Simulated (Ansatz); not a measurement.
Input

```
crystal:
  periodic: [false, false, false]
  atoms:
    - {symbol: B, position_ang: [-0.494400, -0.162500, -1.257900]}
    - {symbol: C, position_ang: [-0.693400, -0.557400, 0.021900]}
    - {symbol: As, position_ang: [0.796400, -0.138800, 1.242900]}
    - {symbol: H, position_ang: [-0.185500, 0.220000, -2.324500]}
    - {symbol: H, position_ang: [-1.449700, -1.008600, 0.587400]}
    - {symbol: H, position_ang: [0.374900, 1.261800, 1.552900]}
    - {symbol: H, position_ang: [1.743900, 0.462400, 0.234500]}
basis:
  gaussian: {orbitals: def2-TZVPP}
hamiltonian: {xc: pbe0, dispersion: d4}
output: {forces: true, orbitals: {seedname: orbitals}}
```

Command:

```sh
ansatz run in.yaml --threads 4 --pin off --events-out ev --progress --plain --max-ram 5222MiB
```

Geometry: displaced from a GFN2-xTB structure; not at a stationary point (largest force 1.3 eV/Å).

Level of theory: RKS PBE0-D4/def2-TZVPP in Ansatz 0.2.0.

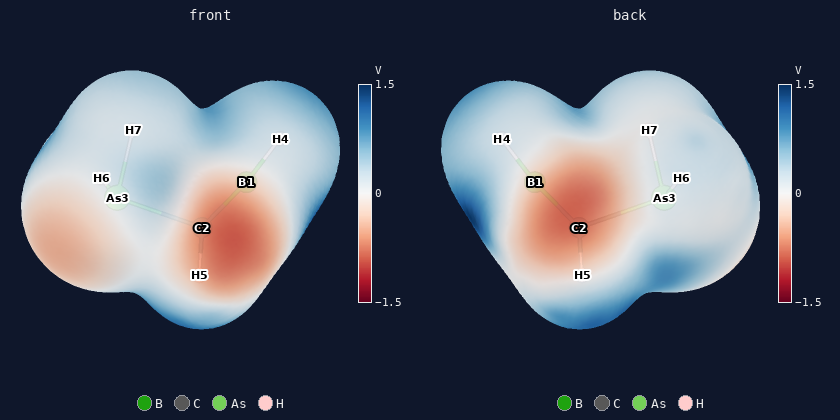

CH4AsB. The molecular electrostatic potential painted on the density surface at 0.002 e/bohr³, seen from the front and from behind; the colour scale runs from red (negative) to blue (positive).

**Where is the surface potential most negative and most positive?**

The most negative region (about −0.9 V, or −21 kcal/mol for a unit charge) lies over the π face of C2, the most positive (about +1.4 V, or +32 kcal/mol for a unit charge) over B1.
